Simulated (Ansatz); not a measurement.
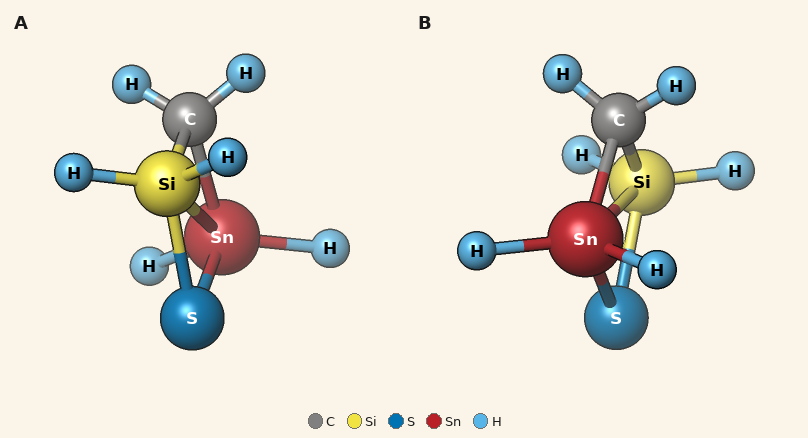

Distant atoms are faded towards the background colour. The computed structure is the end point of a PBE-D4/def2-SVP optimisation. No frequency run is at hand to confirm it as a minimum.

Q: How are A and B related: the same structure turned, mirror images, conformers, diastereomers or constitutional isomers?

A: They are the same structure, CH6SSiSn, seen from two directions. With point group Cs it is achiral, so its mirror image would be the same too.
